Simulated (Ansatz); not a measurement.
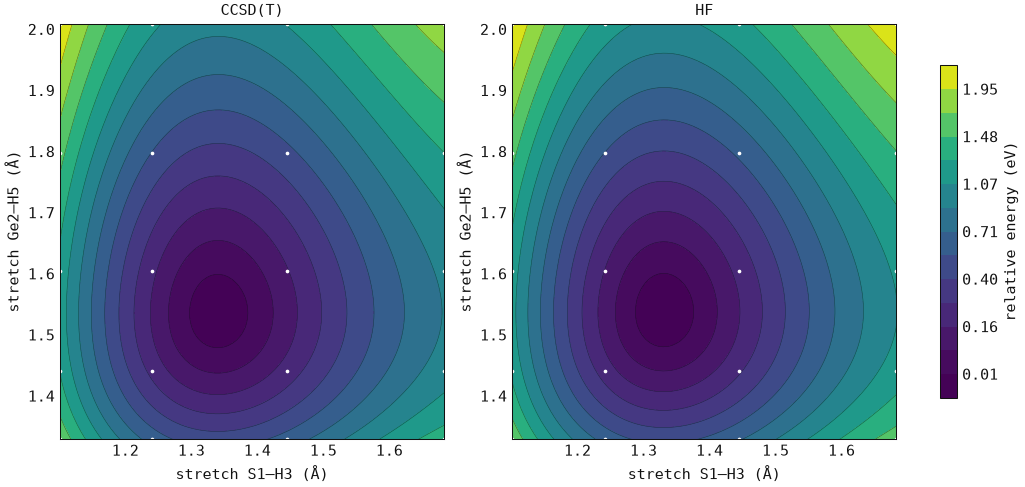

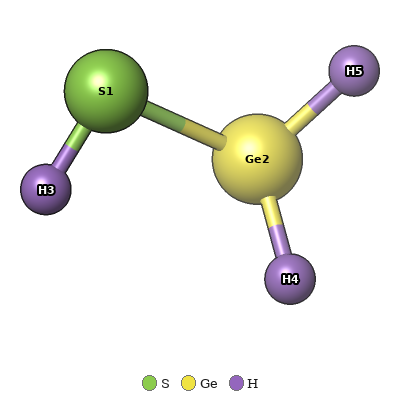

Energy landscape of GeH₃S, SMILES [SH][GeH2], doublet over the stretch S1–H3 and the stretch Ge2–H5. Method named on the plot, def2-TZVPP, the Ansatz code 0.2.0, cores frozen in correlated methods. A stretch and then a stretch are set rigidly from the minimum (PBE0-D4/def2-TZVP); energies less that of the minimum; in a bend the first-named atom and what hangs on it turn. On heavy atoms the filled d shell below the valence is correlated. The map is drawn from 4 × 5 computed points, interpolated. Dots mark the computed points.

Q: Which computed point is the lowest, and which the highest?

A: CCSD(T): lowest at 1.45 Å and 1.61 Å (0.16 eV), highest at 1.10 Å and 2.01 Å (2.15 eV).

Q: Give the energies on the grid for CCSD(T).

A: In eV; across: stretch S1–H3 (Å), down: stretch Ge2–H5 (Å).
|  | 1.10 | 1.24 | 1.45 | 1.68 |
| --- | --- | --- | --- | --- |
| 1.33 | 1.66 | 0.64 | 0.61 | 1.39 |
| 1.44 | 1.26 | 0.24 | 0.21 | 0.98 |
| 1.61 | 1.21 | 0.19 | 0.16 | 0.92 |
| 1.80 | 1.56 | 0.54 | 0.50 | 1.27 |
| 2.01 | 2.15 | 1.12 | 1.08 | 1.84 |

Known limits of this run: no scalar relativity up to krypton.
